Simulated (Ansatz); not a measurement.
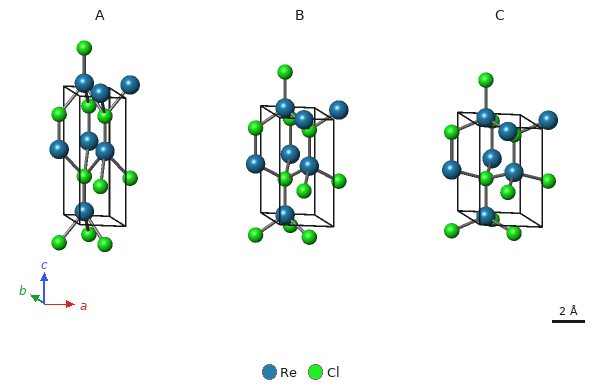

3 geometries from one relaxation of crystalline ReCl (built on the wurtzite_186 type) (coarse preliminary run), in shuffled order. A ball-and-stick model of the cell of the calculation, seen slightly off an axis.

Case: wurtzite type (P6_3mc, No. 186).

All numbers below come from DFT PBE, scalar-relativistic, plane waves, PAW (Ansatz). (plane-wave cutoff 420 eV; k-point mesh 6 × 6 × 4; occupations gaussian; smearing width 0.1 eV; no spin polarisation; cell and atoms relaxed; force threshold 0.04 eV/Å; at most 70 steps)

Order the frames from highest to lowest energy.

C, B, A. They are steps 0, 4, 15, at +4.312 eV per cell of the calculation, +2.814 eV per cell of the calculation relative to the last. The largest moves relative to the cell, 0.45 Å, are those of Re and Cl atoms. By element the largest moves are Cl 0.45 Å, Re 0.45 Å. The volume changes by −29.6 %, with a = b 3.997 → 2.939 Å (−26.5 %), c 6.401 → 8.342 Å (+30.3 %). Some distances before and after: Re–Re 3.997 → 2.939 Å, Cl–Re 2.446 → 2.282 Å, Cl–Re 2.428 → 2.539 Å. Among the angles between lasting bonds that change: Cl–Re–Cl 110.8° → 70.7°, Re–Cl–Re 110.8° → 70.7°, Cl–Re–Cl 108.1° → 138.1°. The space group stays P6_3mc (No. 186). After 13 accepted moves (15 points after the start) the energy has fallen by 4.312 eV per cell of the calculation. Largest force component: 0.038 eV/Å at the start, 0.00088 eV/Å at the end. Pressure: −14.88 GPa at the start and 0.02 GPa at the end. At 2 points the geometry stayed and the basis and grid were re-selected for the new cell (energy shift of 90.9 meV per cell of the calculation at most each time).
